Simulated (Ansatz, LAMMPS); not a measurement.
# Settings and their price: Li+ triflate in propylene carbonate and dimethoxyethane at 290 K (166 atoms)

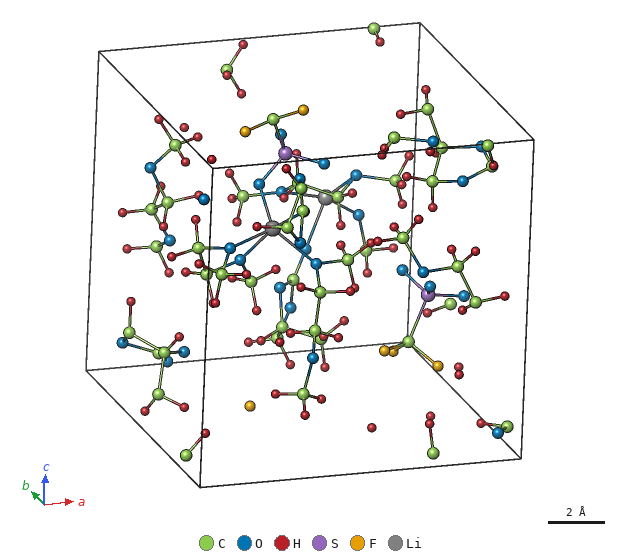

The cell (carbon green, oxygen blue, hydrogen red, sulfur purple, fluorine orange, lithium grey). Bonds to atoms that aren't drawn are left out. Some periodic images of atoms are drawn too.

Density of this cell: 1.15 g/cm³. The cell holds 166 atoms: 42 C, 30 O, 84 H, 2 S, 6 F and 2 Li. Its edges and angles: a = 12.204 Å, b = 12.204 Å, c = 12.204 Å, α = 90.0°, β = 90.0°, γ = 90.0°. 4 propylene carbonate, 6 dimethoxyethane, 2 Li+, 2 triflate placed at random, at 1.15 g/cm³; overlaps pushed apart, then 10 ps at 550 K with Joung-Cheatham ions (J. Phys. Chem. B 112, 9020 (2008)); MMFF94 bonds, angles, torsions, charges and radii (Halgren, J. Comput. Chem. 17, 490 (1996)) in harmonic and 12-6 forms; charges of ions scaled by 0.8. Snapshot after 30 ps at 290 K and fixed volume.

Geometry: as built.

Reference run: Kohn-Sham DFT, PBE+D3(BJ), PAW (set soft_2), plane waves (Ansatz 0.2.0), cutoff 750 eV, Γ point, fixed occupations.

| Quantity | Value |
| --- | --- |
| r.m.s. force component | 0.9318 eV/Å |
| gap (highest filled to lowest empty level) | 4.157 eV |
| SCF cycles | 11 |
| time | 20 s on 8 threads of Intel Xeon Platinum 8375C at 2.90GHz (Ice Lake), shared host |

Variants, in no order:
A. support functions medium, spacing 0.162 Å
B. support functions medium, spacing 0.27 Å
C. support functions medium, spacing 0.234 Å

**Question.** Rank the variants by how far their forces lie from the reference's, least first.

A, C, B.

```
                                     variant  Δ force, r.m.s. (meV/Å)  share of r.m.s. force (%)  time over the reference's
A. support functions medium, spacing 0.162 Å                    0.651                     0.0699                        8.3
C. support functions medium, spacing 0.234 Å                     1.90                      0.203                        3.3
 B. support functions medium, spacing 0.27 Å                     8.55                      0.917                        2.6
```

[Logs are printed without paths, hosts, clocks, repeated set-up lines and the standing remarks that a program may print on its own settings, such as how far it seeks lower states.]

[Hosts, paths, dates, database ids (printed as entryN), source tags and the programs' standing remarks are cut or masked in the printed files.]

[The MMFF94 radii named for the starting cell were scaled by 0.96; in molecules described by MMFF94, hydrogen bound to N, O or S took a small fixed 12-6 site in their place.]
